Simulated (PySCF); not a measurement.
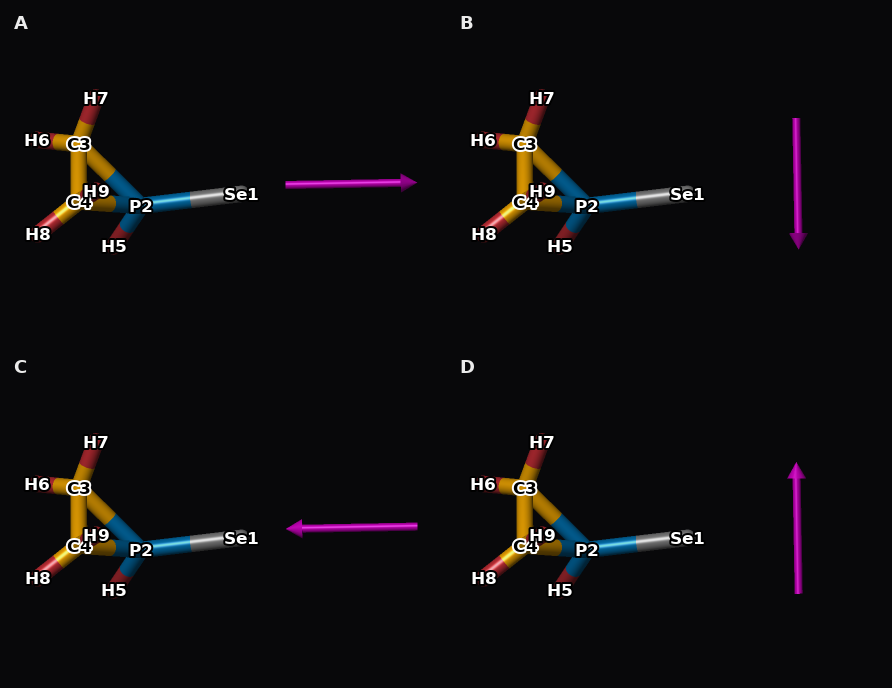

The same molecule four times, each with an arrow. Computed geometry: GFN2-xTB optimisation. No frequency run is at hand to confirm it as a minimum. Properties computed with CAM-B3LYP/def2-SVPD, gas phase (PySCF 2.14.0).

Question: Which arrow points along the dipole moment, from the negative to the positive end?

Answer: C. The dipole moment is 4.38 D; it points from the side of Se1 to the side of H6, H8 (the outermost atoms at the two ends).

The geometry is semi-empirical. Around P, Se such bond lengths and angles can be off by a tenth of an ångström or more and by several degrees, and values that hang on the shape move with them.
